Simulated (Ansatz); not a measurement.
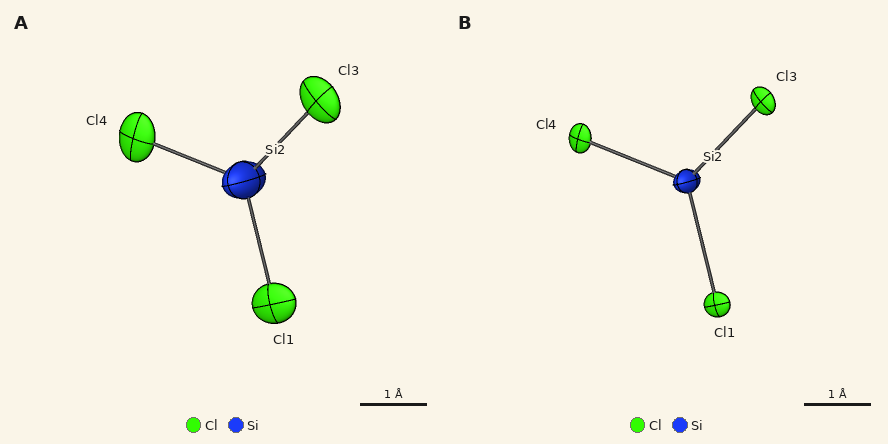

Displacement ellipsoids at the 50 % level, scaled by 3, from the internal vibrations of the free molecule (harmonic, no overall translation or rotation; no half-axis is drawn under 0.075 Å). The species has charge +1 and is a spin singlet. Vibrations computed with RKS PBE0-D4/def2-TZVP (Ansatz 0.2.0). One panel is for 298 K, the other for 900 K.

Which panel is for 900 K?

A.

How much does the mean-square displacement of Cl1 grow, and why?

U_eq goes from 0.0015 to 0.0041 Å², a factor of 2.8. Modes below kT (626 cm⁻¹ at 900 K) grow about in proportion to T, and the lowest lies at 184 cm⁻¹; the mean-square amplitude of a mode is its zero-point value times coth(ħω/2kT), which comes close to 1 only above about 3kT.
